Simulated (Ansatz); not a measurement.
Frequency calculation of GeH$_{2}$ClF

System: GeH$_{2}$ClF, SMILES [F][GeH2][Cl].
Method: HF/6-31G*, RHF (Ansatz 0.2.0).

The geometry was optimised with HF/6-31G*. Figures and captions count atoms from 1; the log counts them from 0 in places.

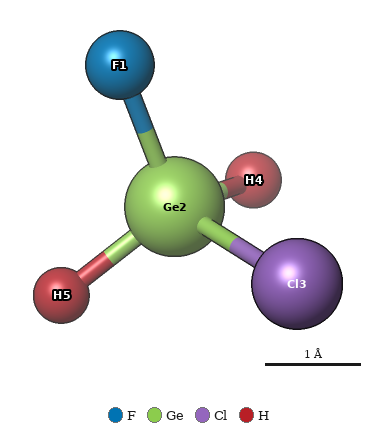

**Figure 1.** The structure as given in the input (ball-and-stick view, seen at a tilt; atoms are numbered from 1 in the order of the input). Sticks mark near contacts. Bond lengths as drawn: Cl–Ge 2.15 Å, F–Ge 1.71 Å and Ge–H 1.52 Å.

**The input**
```yaml
crystal:
  periodic: [false, false, false]
  atoms:
    - {symbol: F, position_ang: [-0.243932, -0.504848, 1.584189]}
    - {symbol: Ge, position_ang: [0.140486, -0.096437, -0.029235]}
    - {symbol: Cl, position_ang: [-1.393765, 1.247877, -0.700235]}
    - {symbol: H, position_ang: [0.075508, -1.367008, -0.869311]}
    - {symbol: H, position_ang: [1.471603, 0.646817, -0.026907]}
basis:
  gaussian:
    orbitals: "6-31G*"
hamiltonian:
  xc: hf
phonons:
  temperatures: {t_min: 298.15, t_max: 298.15, t_step: 1}
```

Run on 1 thread of Arm Neoverse N1, 112 GiB of memory available, shared host.

Run as:
```bash
ansatz run in.yaml --threads 1 --pin off --max-ram 3480MiB --events-out events.jsonl --progress --plain --runs-dir runs
```

**The program's output**
```
Functional definition: HF
  name "HF"
  exchange = exact_x
  correlation = 0
744 factors; integrals over basis functions are off by at most 3.7e-4 eV
mean field evaluation 1: about -71706.6038 eV, gradient 2.8e1 eV
mean field evaluation 2: about -71706.6324 eV, gradient 2.8e1 eV
mean field evaluation 4: about -71708.3793 eV, gradient 1.9e0 eV
mean field evaluation 8: about -71708.3953 eV, gradient 9.7e-5 eV
mean field -71708.39533133 eV, -2635.2349227305 hartree, gradient 9.2e-6 eV, S^2 0.000000; 0 other end points of the search recorded, 0 dependent functions left out
the calculation of the forces begins
reference -71708.39533133 eV, -2635.2349227305 hartree; 30, 30 occupied and 43, 43 virtual orbitals, 744 factors
these checks for a lower state are left out or cut short: stability, starts, cluster_reference, orbital_swaps, neighbouring_geometries, increment
744 factors; integrals over basis functions are off by at most 3.7e-4 eV
mean field evaluation 16: about -71708.3953 eV, gradient 7.5e-5 eV
mean field -71708.39532467 eV, -2635.2349224855 hartree, gradient 1.6e-6 eV, S^2 0.000000; 0 other end points of the search recorded, 0 dependent functions left out
[... from here on the field's lines of each further geometry are left out, up to the last ...]
the calculation of the forces begins
reference -71708.39530773 eV, -2635.2349218630 hartree; 30, 30 occupied and 43, 43 virtual orbitals, 744 factors
these checks for a lower state are left out or cut short: stability, starts, cluster_reference, orbital_swaps, neighbouring_geometries, increment
744 factors; integrals over basis functions are off by at most 3.7e-4 eV
mean field -71708.39530751 eV, -2635.2349218548 hartree, gradient 2.2e-6 eV, S^2 0.000000; 0 other end points of the search recorded, 0 dependent functions left out
the calculation of the forces begins
reference -71708.39530751 eV, -2635.2349218548 hartree; 30, 30 occupied and 43, 43 virtual orbitals, 744 factors
Total energy: -71708.39533133 eV, -2635.2349227305 hartree
Atom 0 at    -0.243932    -0.504848     1.584189 Å, force     0.000116     0.000035    -0.000276 eV/Å
Atom 1 at     0.140486    -0.096437    -0.029235 Å, force     0.000073    -0.000160     0.000261 eV/Å
Atom 2 at    -1.393765     1.247877    -0.700235 Å, force    -0.000133     0.000128    -0.000085 eV/Å
Atom 3 at     0.075508    -1.367008    -0.869311 Å, force     0.000019     0.000066     0.000079 eV/Å
Atom 4 at     1.471603     0.646817    -0.026907 Å, force    -0.000075    -0.000069     0.000022 eV/Å
Dipole moment:     0.445690    -0.188692    -0.287548 e Å
Vibrations: 208.56 449.64 598.22 714.52 776.53 879.96 938.31 2311.80 2313.30 cm⁻¹, zero-point energy 0.569759 eV
```

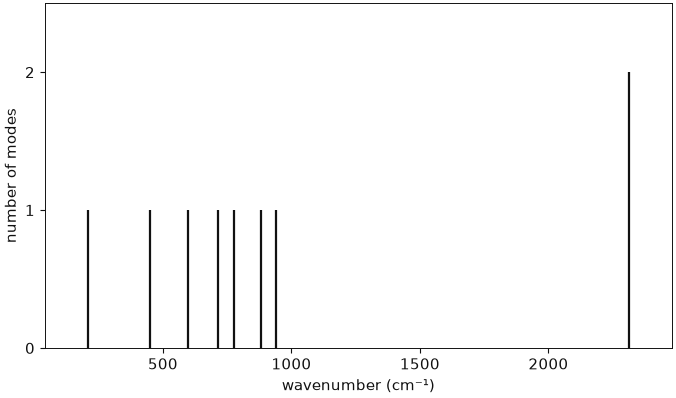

**Figure 2.** Harmonic vibrational wavenumbers from the force constants; neighbouring modes closer than 10 cm⁻¹ are counted in one stick. 9 modes from 209 to 2313 cm⁻¹, none imaginary.

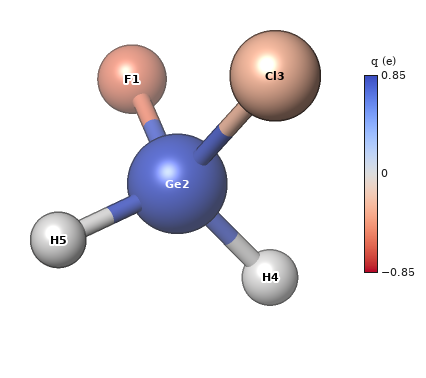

**Figure 3.** Mulliken charges, as the colour of each atom (ball-and-stick view, seen at a tilt; atoms are numbered from 1 in the order of the input; Mulliken charges depend strongly on the basis). By element: F −0.53, Ge +0.81, Cl −0.27 and H 0.00 e.

**Summary**

- outcome: converged
- total energy: −2635.234923 hartree
- basis functions: 73
- largest force: 0.000 eV/Å
- zero-point energy: 0.020938 hartree
- dipole moment: 2.70 D
- wavenumbers, lowest and highest: 209 and 2313 cm⁻¹
- wall time: 41 s
- peak memory: 0.13 GiB
